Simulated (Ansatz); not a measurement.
# FH$_{5}$W···PH$_{3}$: what the fields show

```yaml
atoms:
  - { symbol: W, position_ang: [-0.0456, -0.0606, 0.1339] }
  - { symbol: F, position_ang: [-0.2081, -0.0205, 1.9718] }
  - { symbol: H, position_ang: [1.4336, 0.2059, -0.6049] }
  - { symbol: H, position_ang: [0.1205, 1.3895, -0.6930] }
  - { symbol: H, position_ang: [-1.4125, 0.4854, -0.6694] }
  - { symbol: H, position_ang: [0.7505, -1.4123, -0.4572] }
  - { symbol: H, position_ang: [-1.0326, -1.2400, -0.5350] }
  - { symbol: P, position_ang: [2.3850, 2.1472, 1.7254] }
  - { symbol: H, position_ang: [2.8719, 0.9056, 1.2119] }
  - { symbol: H, position_ang: [1.8413, 2.5704, 0.4761] }
  - { symbol: H, position_ang: [1.1652, 1.5880, 2.1967] }
```

Core potentials replace the inner electrons of W.

Level of theory: Ansatz, RKS PBE0/def2-SVP.

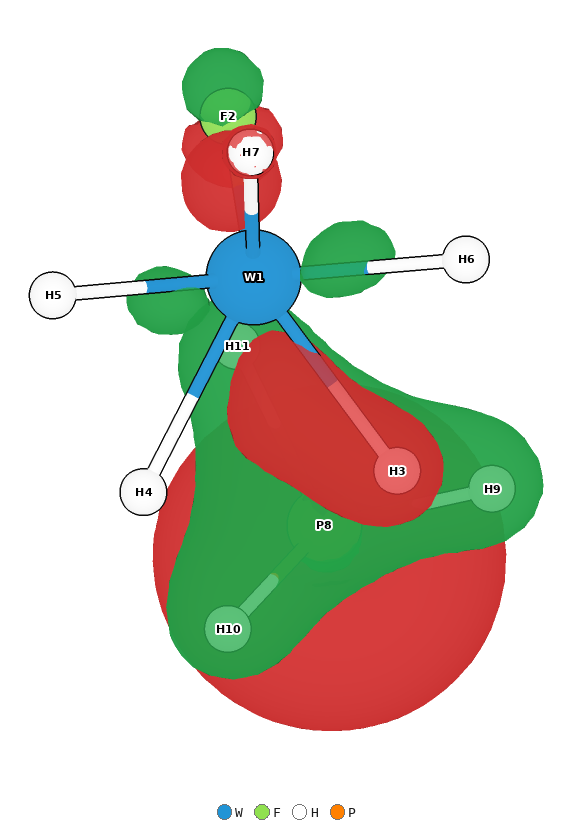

Figure 1. The HOMO at ±0.15 Å⁻³ᐟ² (green and red are the two phases), seen at an oblique angle.

Where does this orbital lie, and at what energy?

Its weight (Hirshfeld) is mainly on P8 (about 65 %) and W1 (about 10 %); largely a lone pair of P8. Its energy is −7.84 eV.

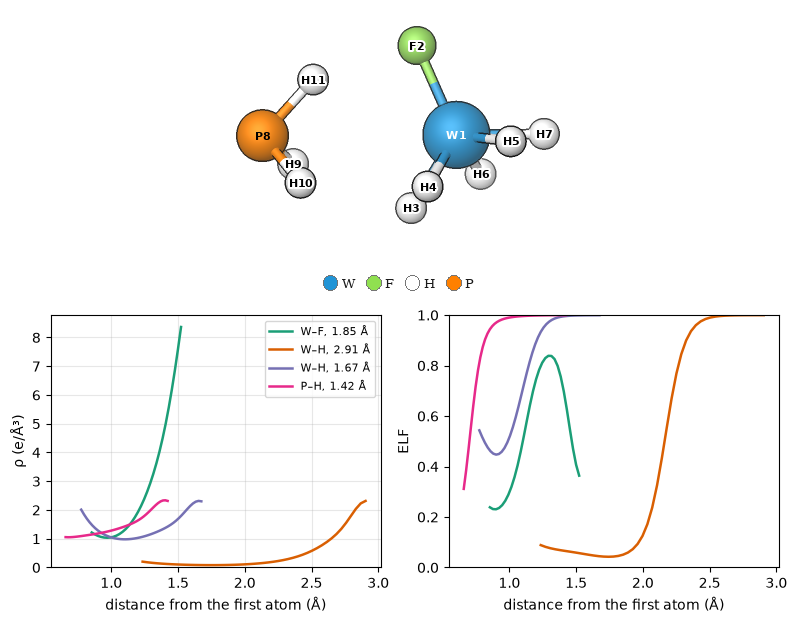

Figure 2. Electron density and ELF along straight lines between neighbouring atoms. The curves leave out the atomic cores. The structure is drawn too.

Compare the contacts.

W–F (1.85 Å): the density is about 1.1 e/Å³ at the midpoint; the ELF peaks at about 0.85 in the valence shell of F, 0.6 Å from its nucleus, and drops to about 0.25 between the two atoms.
W1···H11 (2.91 Å): the density falls to about 0.08 e/Å³ on the way; the ELF dips to about 0.05 between them.
W–H (1.67 Å): ρ at the midpoint is about 1.6 e/Å³; the ELF climbs to about 1 towards the hydrogen.
P–H (1.42 Å): ρ is about 1.1 e/Å³ halfway; the ELF climbs to about 1 towards the hydrogen.

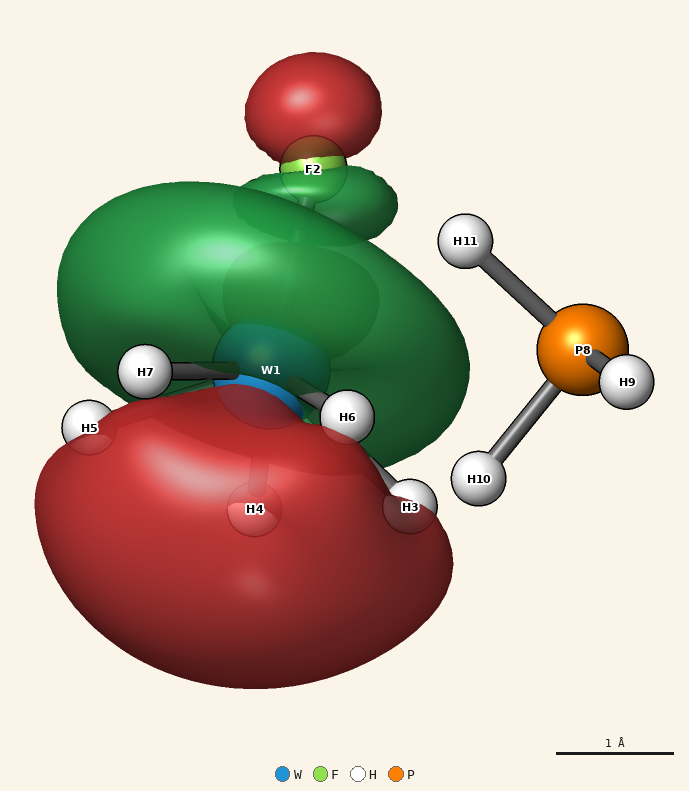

Figure 3. The LUMO at ±0.08 Å⁻³ᐟ² (green and red are the two phases), seen at an oblique angle.

Describe this orbital and give its energy.

It lies mainly on W1 (about 70 %) and F2 (about 5 %). Its energy is −2.39 eV.
